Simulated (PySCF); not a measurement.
Input file:

```
{"job": {"kind": "nmr", "xc": "PBE0", "basis": "pcSseg-1"}, "charge": 0, "multiplicity": 1}
C      2.068144    -1.145375    -0.697444
C      0.786054    -1.281438    -0.375673
C     -0.036685    -0.227849     0.309913
C     -1.239431     0.097569    -0.549605
C     -2.469363     0.682298     0.072646
C     -2.491738    -0.722179    -0.453068
Si     1.038448     1.328460     0.692118
Si     2.951364     0.460069    -0.255742
H      2.574226    -1.959085    -1.199533
H      0.243444    -2.190168    -0.622074
H     -0.411678    -0.661897     1.244618
H     -0.971133     0.461128    -1.535756
H     -3.014489     1.442136    -0.466466
H     -2.473295     0.823538     1.143091
H     -3.053029    -0.926429    -1.352766
H     -2.519323    -1.529794     0.263831
H      0.408953     2.500994     0.074822
H      1.013344     1.571200     2.141029
H      4.100716     0.190594     0.618629
H      3.490325     1.096908    -1.465301
```

Run with:

```sh
OMP_NUM_THREADS=1 python probes_run.py task.json out
```

Geometry: GFN2-xTB.

Theory: PySCF 2.14.0, PBE0/pcSseg-1, SCF density, gas phase, non-relativistic.

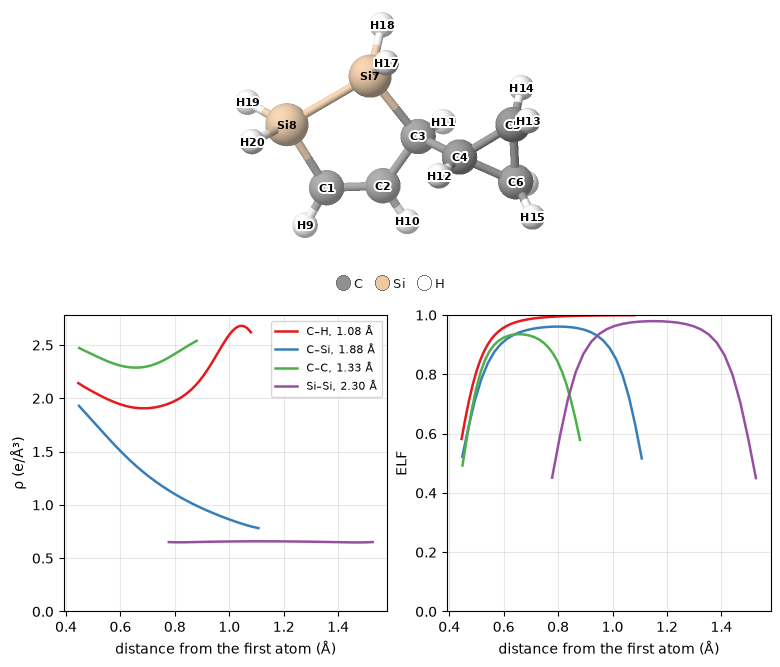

C$_{6}$H$_{12}$Si$_{2}$. Electron density and electron localisation function along straight lines between neighbouring atoms. The curves leave out the atomic cores. The structure is drawn too.

### What can be read from the curves?

C–H (1.08 Å): ρ is about 2 e/Å³ halfway; the ELF climbs to about 1 towards the hydrogen, as it does in any bond to H; a covalent bond by its length.
C–Si (1.88 Å): ρ at the midpoint is about 0.92 e/Å³; the ELF peaks at about 0.95 between the atoms, as expected for a covalent bond.
C–C (1.33 Å): ρ is about 2.3 e/Å³ halfway; the ELF peaks at about 0.95 between the atoms (a short, multiple covalent bond).
Si–Si (2.30 Å): the density is about 0.66 e/Å³ at the midpoint; the ELF peaks at about 1 between the atoms (localised, covalent bonding).
